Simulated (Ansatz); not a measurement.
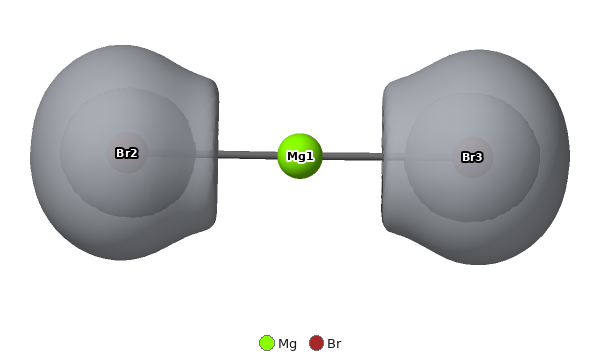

The picture shows: Br2Mg. Isosurface of the ELF at 0.75 (grey), seen from one side. Only the valence region is drawn (cores and ρ < 0.01 e/Å³ removed).

Geometry: PBE-D4/def2-TZVP.

The calculation used RKS PBE0-D4/def2-TZVP in Ansatz 0.2.0.

> Describe the localisation domains.

At this value the surface marks out two regions wrapped around Br (the valence shell of each). Profiles from the grid: Mg–Br (2.33 Å): the ELF peaks at about 0.80 in the valence shell of Br, 1.1 Å from its nucleus, and falls to about 0.05 next to Mg; a closed-shell, largely ionic contact.
